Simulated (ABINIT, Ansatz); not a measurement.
# SiC (Moissanite 3C): from Born charge to LO-TO splitting

Aim: work out the LO frequency and the static dielectric constant of SiC (Moissanite 3C) from one linear-response run, then check them.

Program: ABINIT 10.8.3. Level of theory: DFT LDA, scalar-relativistic, plane waves, PseudoDojo norm-conserving pseudopotentials. Results are calculated unless marked as measured.

## 1. The relaxed structure

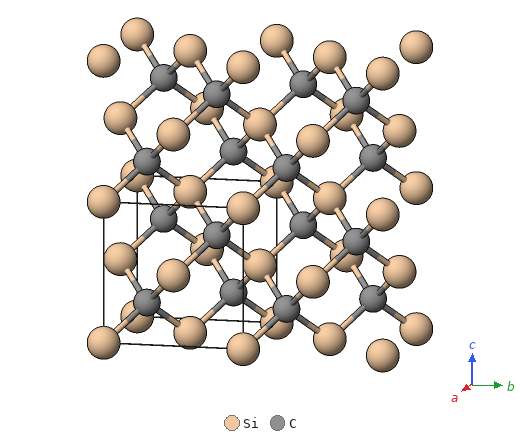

The starting structure, seen slightly off an axis (silicon light orange, carbon grey). 1×2×2 cells are drawn. This picture shows the conventional cell, with its axes. Bonds to atoms that aren't drawn are left out. Some periodic images of atoms are drawn too.

Coordinates:

```xyz
2
Lattice="0.0000 2.1628 2.1628 2.1628 0.0000 2.1628 2.1628 2.1628 0.0000" Properties=species:S:1:pos:R:3 pbc="T T T"
Si    0.0000    0.0000    0.0000
C     1.0814    1.0814    1.0814
```

This is the cell after its relaxation at this level of theory, not the database cell from which that began.

## 2. What the response run gave

A linear-response run on the relaxed cell, with the response to an electric field; only its zone-centre results are used. Cutoff 37 Ha, k mesh 12×12×12 with shifts.

Numbers of over 12 decimals in the logs are rounded to 6 here.

What it wrote:

```text
[banners, grids, parts of the stress and lines that vanish by symmetry left out]
- input  file    -> dfpt_gamma.abi
- output file    -> dfpt_gamma.abo
- root for input  files -> dfpt_gammai
[...]
DATASET    1 : space group F-4 3 m (#216); Bravais cF (face-center cubic)
[...]
nfft =       32768          nkpt =        3456
[...]
DATASET    2 : space group F-4 3 m (#216); Bravais cF (face-center cubic)
[...]
nfft =       32768          nkpt =        3456
[...]
== DATASET  1 ==================================================================
[...]
cutoff_energies: {ecut:  37.0, pawecutdg:  -1.0, }
[...]
-  6.00000   4.00000  180309                  znucl, zion, pspdat
[...]
Perturbation : derivative vs k along direction   1
[...]
-ETOT  1  -13.999798348835     -1.400E+01 1.747E+01 0.000E+00
 ETOT  2  -14.044799219040     -4.500E-02 4.409E-01 0.000E+00
 ETOT  3  -14.045108144962     -3.089E-04 1.295E-04 0.000E+00
 ETOT  4  -14.045110934237     -2.789E-06 8.117E-07 0.000E+00
 ETOT  5  -14.045110962825     -2.859E-08 4.400E-09 0.000E+00
[...]
At SCF step   12   max residual=  1.00E-20 < tolwfr=  1.00E-20 =>converged.
[...]
Perturbation : derivative vs k along direction   2
[...]
-ETOT  1  -13.999798347867     -1.400E+01 1.747E+01 0.000E+00
[...]
At SCF step   12   max residual=  1.00E-20 < tolwfr=  1.00E-20 =>converged.
[...]
Perturbation : derivative vs k along direction   3
[...]
-ETOT  1  -13.999798346899     -1.400E+01 1.747E+01 0.000E+00
[...]
At SCF step   12   max residual=  1.00E-20 < tolwfr=  1.00E-20 =>converged.
[...]
1        1       1.9221298090    0.0000000000
     1        2       0.9610649045    0.0000000000
     1        3       0.9610649045   -0.0000000000
     2        1       0.9610649045    0.0000000000
     2        2       1.9221298090    0.0000000000
     2        3       0.9610649045   -0.0000000000
     3        1       0.9610649045   -0.0000000000
     3        2       0.9610649045   -0.0000000000
     3        3       1.9221298090   -0.0000000000
[...]
== DATASET  2 ==================================================================
[...]
cutoff_energies: {ecut:  37.0, pawecutdg:  -1.0, }
[...]
Perturbation : displacement of atom   1   along direction   1
[...]
-ETOT  1   6.888083     -4.532E+01 3.387E-01 2.756E+02
[...]
At SCF step    8       vres2   =  7.18E-11 < tolvrs=  1.00E-10 =>converged.
[...]
At SCF step    8       vres2   =  4.10E-12 < tolvrs=  1.00E-10 =>converged.
[...]
-ETOT  1   1.854138     -6.000E+00 2.530E+01 1.956E+03
[...]
ETOT  7   1.323252     -2.556E-10 5.677E-12 5.574E-09
 ETOT  8   1.323252     -3.350E-12 9.132E-14 4.050E-12
 At SCF step    8       vres2   =  4.05E-12 < tolvrs=  1.00E-10 =>converged.
[...]
Dielectric tensor, in cartesian coordinates,
[...]
1    4   1    4         6.8699525775        -0.0000000000
   1    4   2    4         0.0000000000        -0.0000000000
   1    4   3    4         0.0000000000        -0.0000000000
   2    4   1    4         0.0000000000        -0.0000000000
   2    4   2    4         6.8699525775        -0.0000000000
   2    4   3    4         0.0000000000        -0.0000000000
   3    4   1    4         0.0000000000        -0.0000000000
   3    4   2    4         0.0000000000        -0.0000000000
   3    4   3    4         6.8699525775        -0.0000000000
  Effective charges, in cartesian coordinates,
[...]
1    1   1    4         2.7222714340         0.0000000000
   2    1   1    4         0.0000000000         0.0000000000
   3    1   1    4        -0.0000000000         0.0000000000
   1    2   1    4        -2.7222713944         0.0000000000
   2    2   1    4        -0.0000000000         0.0000000000
[...]
Effective charges, in cartesian coordinates,
[...]
Rigid-atom elastic tensor , in cartesian coordinates,
[...]
Rigid-atom proper piezoelectric tensor, in cartesian coordinates,
[...]
2    4   2    6        -0.0158197069         0.0000000000
   2    4   3    6         0.0000000000         0.0000000000
   3    4   1    5         0.0000000000         0.0000000000
   3    4   2    5        -0.0000000000         0.0000000000
   3    4   3    5         0.0000000000         0.0000000000
   3    4   1    6         0.0000000000         0.0000000000
   3    4   2    6         0.0000000000         0.0000000000
   3    4   3    6        -0.0158197069         0.0000000000
  Phonon wavevector (reduced coordinates) :  0.00000  0.00000  0.00000
 Phonon energies in Hartree :
[...]
Phonon frequencies in cm-1    :
-  4.152188E-01  4.152190E-01  4.152193E-01  7.979904E+02  7.979904E+02
-  7.979904E+02
  Phonon at Gamma, with non-analyticity in the
[...]
Phonon energies in Hartree :
[...]
Phonon frequencies in cm-1    :
-  4.152188E-01  4.152190E-01  4.152193E-01  7.979904E+02  7.979904E+02
-  9.739539E+02
  Phonon at Gamma, with non-analyticity in the
[...]
Phonon energies in Hartree :
[...]
Phonon frequencies in cm-1    :
-  4.152188E-01  4.152190E-01  4.152193E-01  7.979904E+02  7.979904E+02
-  9.739539E+02
  Phonon at Gamma, with non-analyticity in the
[...]
Phonon energies in Hartree :
[...]
Phonon frequencies in cm-1    :
-  4.152189E-01  4.152190E-01  4.152193E-01  7.979904E+02  7.979904E+02
-  9.739539E+02
[...]
fcart2     0.0000000000E+00  0.0000000000E+00  0.0000000000E+00
           strten2     0.0000000000E+00  0.0000000000E+00  0.0000000000E+00
================================================================================
```

| quantity | value |
| --- | --- |
| cell volume Ω (Å³) | 20.235 |
| mass of Si (u) | 28.085 |
| mass of C (u) | 12.011 |
| Born charge of Si, raw (e) | 2.722 |
| Born charge of C, raw (e) | -2.722 |
| ε∞ | 6.870 |
| ω(TO) after the sum rule (cm⁻¹) | 798.0 |

## 3. The calculation

The charges must sum to zero over the cell; taking off their mean, 0.000 e, leaves Z* = 2.722 e on Si. In the polar mode Si moves against C, so the reduced mass is μ = 28.09 × 12.01 / 40.10 = 8.413 u.

A longitudinal wave builds up a field that adds to the restoring force: ω(LO)² = ω(TO)² + 4π Z*² / (μ Ω ε∞), in Hartree atomic units. With μ = 15336 electron masses and Ω = 136.55 bohr³ the second term is 6.4731e-06 Ha², or 311804 cm⁻² (1 Ha = 219474.6 cm⁻¹).

So ω(LO) = √(636788 + 311804) = 974.0 cm⁻¹, and by the Lyddane-Sachs-Teller relation ε₀ = ε∞ (ω(LO)/ω(TO))² = 10.23.

## 4. Check against the program

The analysis program adds the same non-analytic term to the full matrix.

What it wrote:

```text
[banners, grids, parts of the stress and lines that vanish by symmetry left out]
-outvars_anaddb: echo values of input variables ----------------------

 Flags :
[...]
Dielectric Tensor and Effective Charges
[...]
Effective charge tensors after
[...]
Phonon wavevector (reduced coordinates) :  0.00000  0.00000  0.00000
 Phonon energies in Hartree :
[...]
Phonon energies in meV     :
-  0.000000E+00  0.000000E+00  0.000000E+00  9.893816E+01  9.893816E+01
-  9.893816E+01
 Phonon frequencies in cm-1    :
-  0.000000E+00  0.000000E+00  0.000000E+00  7.979901E+02  7.979901E+02
-  7.979901E+02
 Phonon frequencies in Thz     :
-  0.000000E+00  0.000000E+00  0.000000E+00  2.392314E+01  2.392314E+01
-  2.392314E+01
 Phonon energies in Kelvin  :
-  0.000000E+00  0.000000E+00  0.000000E+00  1.148130E+03  1.148130E+03
-  1.148130E+03
[...]
-  1  0.00000000E+00  0.00000000E+00 -3.69884989E-03
-     0.00000000E+00  0.00000000E+00  0.00000000E+00
-  2  0.00000000E+00  0.00000000E+00 -3.69885018E-03
-     0.00000000E+00  0.00000000E+00  0.00000000E+00
[...]
-  1  2.14686133E-07  3.69884988E-03  0.00000000E+00
-     0.00000000E+00  0.00000000E+00  0.00000000E+00
-  2  2.14686149E-07  3.69885017E-03  0.00000000E+00
-     0.00000000E+00  0.00000000E+00  0.00000000E+00
[...]
-  1  3.69884988E-03 -2.14686133E-07  0.00000000E+00
-     0.00000000E+00  0.00000000E+00  0.00000000E+00
-  2  3.69885017E-03 -2.14686149E-07  0.00000000E+00
-     0.00000000E+00  0.00000000E+00  0.00000000E+00
[...]
-  1  0.00000000E+00  0.00000000E+00  2.41888513E-03
-     0.00000000E+00  0.00000000E+00  0.00000000E+00
-  2  0.00000000E+00  0.00000000E+00 -5.65611463E-03
-     0.00000000E+00  0.00000000E+00  0.00000000E+00
[...]
-  1  4.52707786E-07 -2.41888508E-03  0.00000000E+00
-     0.00000000E+00  0.00000000E+00  0.00000000E+00
-  2 -1.05857327E-06  5.65611453E-03  0.00000000E+00
-     0.00000000E+00  0.00000000E+00  0.00000000E+00
[...]
-  1  2.41888508E-03  4.52707786E-07  0.00000000E+00
-     0.00000000E+00  0.00000000E+00  0.00000000E+00
-  2 -5.65611453E-03 -1.05857327E-06  0.00000000E+00
-     0.00000000E+00  0.00000000E+00  0.00000000E+00
[...]
-     1          0.000000    -0.000000     0.000000     0.000000
-     2         -0.000000    -0.000000    -0.000000     0.000000
-     3         -0.000000     0.000000    -0.000000     0.000000
-     4          0.000000    -0.000000     3.573413     3.573413
-     5          0.000669    -3.573413    -0.000000     3.573413
-     6          3.573413     0.000669    -0.000000     3.573413
[...]
-   1     Real    0.0000E+00  0.0000E+00  0.0000E+00  0.0000E+00  0.0000E+00  0.0000E+00  0.0000E+00
[...]
-  1  0.00000000E+00  0.00000000E+00 -3.69884989E-03
-     0.00000000E+00  0.00000000E+00  0.00000000E+00
-  2  0.00000000E+00  0.00000000E+00 -3.69885018E-03
-     0.00000000E+00  0.00000000E+00  0.00000000E+00
[...]
Phonon at Gamma, with non-analyticity in the
[...]
Phonon energies in Hartree :
[...]
Phonon energies in meV     :
-  0.000000E+00  0.000000E+00  0.000000E+00  9.893816E+01  9.893816E+01
-  1.207549E+02
 Phonon frequencies in cm-1    :
-  0.000000E+00  0.000000E+00  0.000000E+00  7.979901E+02  7.979901E+02
-  9.739536E+02
 Phonon frequencies in Thz     :
-  0.000000E+00  0.000000E+00  0.000000E+00  2.392314E+01  2.392314E+01
-  2.919840E+01
 Phonon energies in Kelvin  :
-  0.000000E+00  0.000000E+00  0.000000E+00  1.148130E+03  1.148130E+03
-  1.401302E+03
[...]
Phonon at Gamma, with non-analyticity in the
[...]
Phonon energies in Hartree :
[...]
Phonon energies in meV     :
-  0.000000E+00  0.000000E+00  0.000000E+00  9.893816E+01  9.893816E+01
-  1.207549E+02
 Phonon frequencies in cm-1    :
-  0.000000E+00  0.000000E+00  0.000000E+00  7.979901E+02  7.979901E+02
-  9.739536E+02
 Phonon frequencies in Thz     :
-  0.000000E+00  0.000000E+00  0.000000E+00  2.392314E+01  2.392314E+01
-  2.919840E+01
 Phonon energies in Kelvin  :
-  0.000000E+00  0.000000E+00  0.000000E+00  1.148130E+03  1.148130E+03
-  1.401302E+03
[...]
-  1  1.08925208E-06 -3.69884603E-03 -5.23714132E-06
-     0.00000000E+00  0.00000000E+00  0.00000000E+00
-  2  1.08928407E-06 -3.69884629E-03 -5.23710983E-06
-     0.00000000E+00  0.00000000E+00  0.00000000E+00
[...]
-  1  3.69884956E-03  1.08767777E-06  1.12613216E-06
-     0.00000000E+00  0.00000000E+00  0.00000000E+00
-  2  3.69884982E-03  1.08764597E-06  1.12610037E-06
-     0.00000000E+00  0.00000000E+00  0.00000000E+00
[...]
-  1  4.58141700E-04  1.43468462E-03 -1.89282632E-03
-     0.00000000E+00  0.00000000E+00  0.00000000E+00
-  2 -1.07127947E-03 -3.35474413E-03  4.42602360E-03
-     0.00000000E+00  0.00000000E+00  0.00000000E+00
[...]
-  1  1.92113934E-03 -1.35733202E-03 -5.63807318E-04
-     0.00000000E+00  0.00000000E+00  0.00000000E+00
-  2 -4.49222834E-03  3.17386940E-03  1.31835894E-03
-     0.00000000E+00  0.00000000E+00  0.00000000E+00
[...]
Direction                     Dielectric constant
[...]
Elastic Tensor (clamped ion) (unit:10^2GP):
[...]
Elastic Tensor (relaxed ion) (unit:10^2GP):
[...]
Calculation of the tensor related to piezoelectric effetc
[...]
Proper piezoelectric constants (clamped ion) (unit:c/m^2)
[...]
Proper piezoelectric constants (relaxed ion) (unit:c/m^2)
[...]
0.00000000      0.04256382     -0.00000000
     -0.00000000     -0.00000000      0.04256382
-
```

| quantity | by hand | program |
| --- | --- | --- |
| ω(LO) (cm⁻¹) | 974.0 | 974.0 |
| ε₀ | 10.23 | 10.23 |

## 5. Summary of results

| Property | Result |
| --- | --- |
| TO mode | 798.0 cm⁻¹ |
| LO mode | 974.0 cm⁻¹ |
| static dielectric constant | 10.23 |

In words: The LO mode of SiC (Moissanite 3C) lies at 974 cm⁻¹, 176 cm⁻¹ above the TO mode; the formula meets the program within 0.1 cm⁻¹, as it must for a cubic crystal with one polar mode. ω(LO)² − ω(TO)² goes with Z*²/ε∞: an error of 5 % in ε∞ would move the LO mode by 7.7 cm⁻¹, and semilocal functionals tend to overestimate ε∞. These are harmonic values at zero temperature, at the volume of this functional, for the structure held cubic; stability elsewhere in the zone is no part of this calculation.

[Host names and launcher messages were left out of these logs when they were recorded.]

[Logs are printed without paths, hosts, clocks, repeated set-up lines and the standing remarks that a program may print on its own settings, such as how far it seeks lower states.]

[Hosts, paths, dates, database ids (printed as entryN), source tags and the programs' standing remarks are cut or masked in the printed files.]
